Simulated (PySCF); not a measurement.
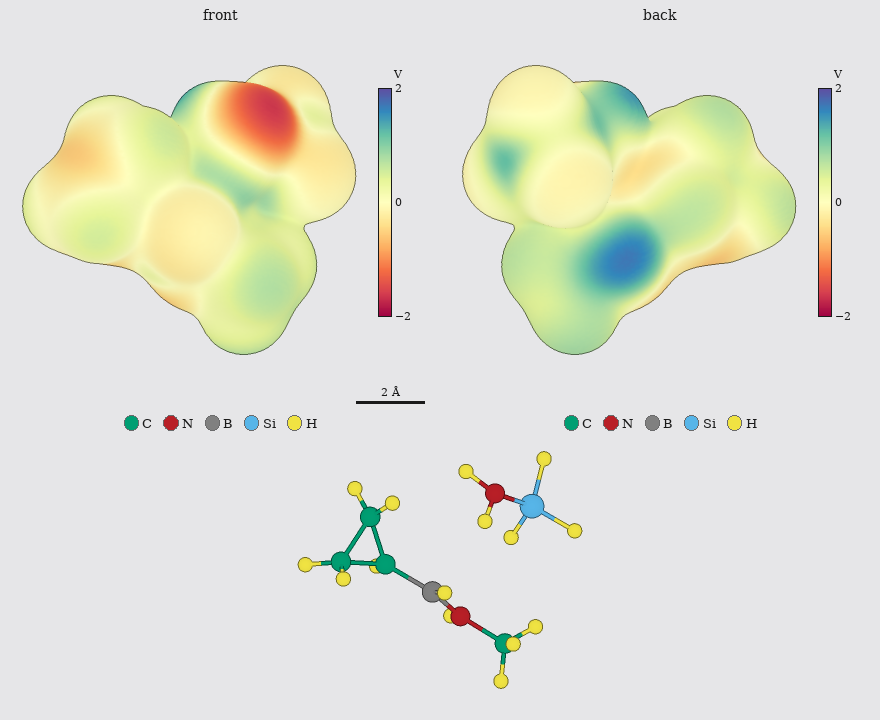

Figure. C4H15BN2Si. The electrostatic potential painted on the density surface at 0.002 e/bohr³, seen from the front and from behind; red is negative and blue positive. The bare structure is drawn below in the same view.

Geometry: GFN2-xTB; at this geometry the atoms fall into two loosely joined parts.

Theory: PySCF 2.14.0, PBE0/pcSseg-1, SCF density, gas phase, non-relativistic.

Input

```
{"job": {"kind": "nmr", "xc": "PBE0", "basis": "pcSseg-1"}, "charge": 0, "multiplicity": 1}
C      1.061424    -2.021400    -1.753141
N      1.156138    -0.962692    -0.775566
B      0.824142     0.368946    -0.930720
N     -2.165741    -0.320646     0.168712
Si    -2.140736    -1.954104     0.702120
C      0.999680     1.351985     0.273997
C      1.409209     2.789818     0.045813
C      0.025110     2.487116     0.499729
H      0.724739    -1.606291    -2.700343
H      0.348392    -2.785889    -1.431855
H      2.033747    -2.498393    -1.905637
H      1.492706    -1.301222     0.115012
H      0.428058     0.736001    -1.974544
H     -2.195114     0.408951     0.862963
H     -1.519721    -0.051460    -0.557808
H     -2.338562    -2.756175    -0.505916
H     -0.908352    -2.411123     1.371676
H     -3.249926    -2.073871     1.645861
H      1.393182     0.925276     1.193362
H      1.549696     3.115630    -0.973522
H      2.096270     3.243514     0.745195
H     -0.781255     2.613180    -0.207713
H     -0.247837     2.729835     1.517022
```

Run with:

```sh
OMP_NUM_THREADS=1 python probes_run.py task.json out
```

Question: Where is the surface potential most negative and most positive?

Answer: The most negative region (about −1.6 V, or −37 kcal/mol for a unit charge) lies over N4, the most positive (about +1.6 V, or +37 kcal/mol for a unit charge) over H12. N4 is the likeliest acceptor of a hydrogen bond.

Question: What dipole moment does the calculation give?

Answer: Its dipole moment is 1.75 D.
